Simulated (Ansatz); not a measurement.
System: Al2Cu (I4/mcm, No. 140). Method: r²SCAN in Ansatz (plane waves, PAW).

Numerical settings: plane-wave cutoff 560 eV, 14×14×14 k mesh, Fermi–Dirac smearing 0.05 eV, no spin polarisation, scalar-relativistic PAW data made under PBE.

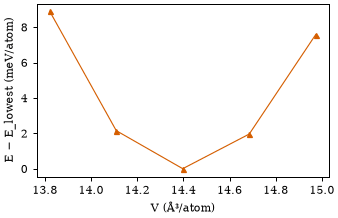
Total energy against volume

### Question
From the curve, estimate the equilibrium volume and the bulk modulus.

### Answer
V0 ≈ 14.4 Å³/atom and B0 ≈ 110 GPa; the fit gives V0 = 14.399 Å³/atom, B0 = 114 GPa, B′ = 4.6.

Shape and atoms are relaxed at each volume.

Note: the bulk modulus comes from volumes at which shape and atoms were relaxed.

The computed numbers hold no vibrational or temperature effects.

Ansatz is a quantum-chemistry and plane-wave program.
